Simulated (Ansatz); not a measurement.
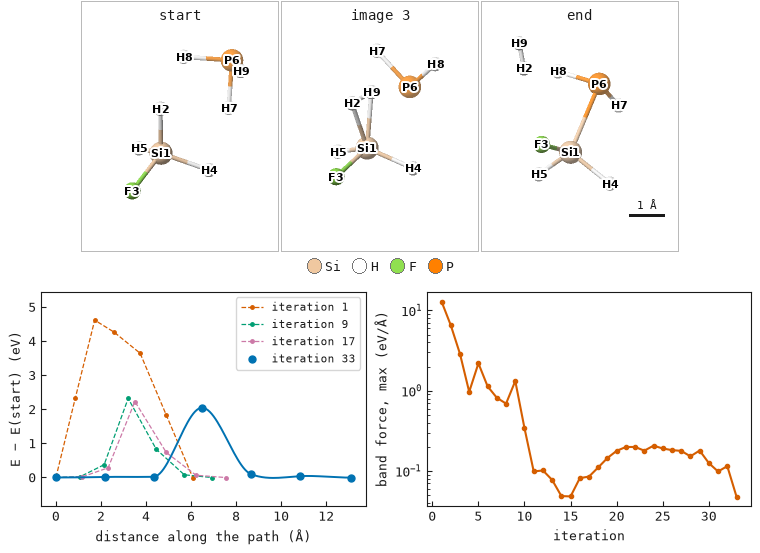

A nudged-elastic-band calculation for SiPH6F, made up at the start of SiH₃F and PH₃. Images are numbered from 0 (start) to 6 (end). The plot follows the band through its iterations. The picture is a ball-and-stick view, seen from a free direction.

The calculation used RKS PBE/def2-SVP (Ansatz 0.2.0). Settings: 5 movable images; climbing image; force threshold 0.05 eV/Å; iteration limit 60; spring constant 0.5 eV/Å²; starting path through a guess of the saddle point.

> How did the profile develop, and is the result final?

The run is converged, with reservations. The band converged in 33 iterations. The largest component of the band force went from 13 to 0.048 eV/Å. The climbing image converged on the top of the path. Its curvatures weren't checked. The first iteration put the highest image at 4.62 eV. The two ends have nearly the same energy, and the highest point, image 3, lies 2.05 eV above the start.

Limits of the set-up: the start holds two separate molecules, 3.0 Å apart at their closest, whose relative position is a soft coordinate and is computed without a dispersion correction.

The run took 2.8 min on 2 threads of Arm Neoverse V1 (shared host), peak memory 0.14 GiB.
